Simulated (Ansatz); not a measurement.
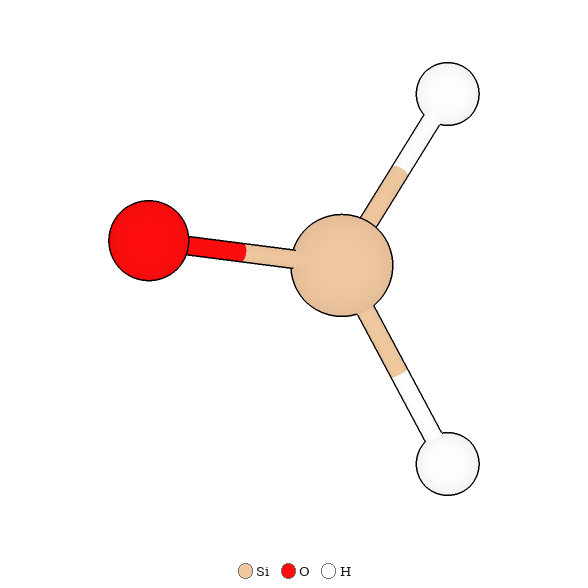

Sticks follow a distance rule. Harmonic vibrations computed with RKS PBE0-D4/def2-TZVP (Ansatz 0.2.0) at a stationary point of the same level.

Question: Is this a minimum or a saddle point?

Answer: A minimum: no imaginary frequency, and the lowest mode lies at 685 cm⁻¹.

Question: How many vibrational modes are there, and where do they lie?

Answer: 6 modes: 685, 701, 1001, 1246, 2223, 2238 cm⁻¹.
